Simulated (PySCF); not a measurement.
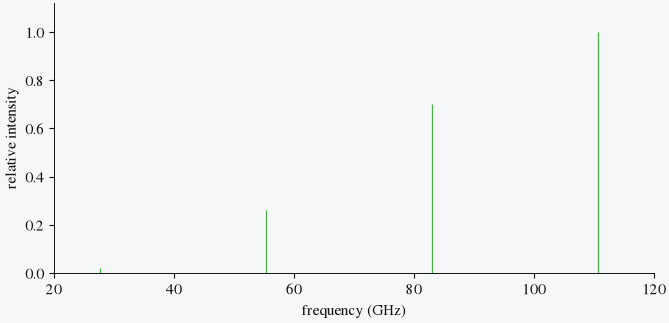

Simulated rotational absorption lines between 20 and 120 GHz at 8 K: rigid rotor with the equilibrium constants and dipole of one optimised conformer (PBE0-D3(BJ)/def2-SVP, PySCF), commonest isotopes; no centrifugal distortion, hyperfine structure, internal rotation or nuclear-spin weights; lines within 1 MHz of each other are summed.

Question: Which molecule gives this spectrum?
A. C₂H₆S, SMILES CSC
B. SiH₃F (monofluorosilane), SMILES F[SiH3]
C. C₄H₄ (methylenecyclopropene), SMILES C=C1C=C1

Answer: Option B. Rotational constants A, B, C = 83.89, 13.84, 13.84 GHz, |μa|, |μb|, |μc| = 1.41, 0.00, 0.00 D.

Note: coarse grid, loose stop and no frequency check, small forces are noise and the end may be a saddle.
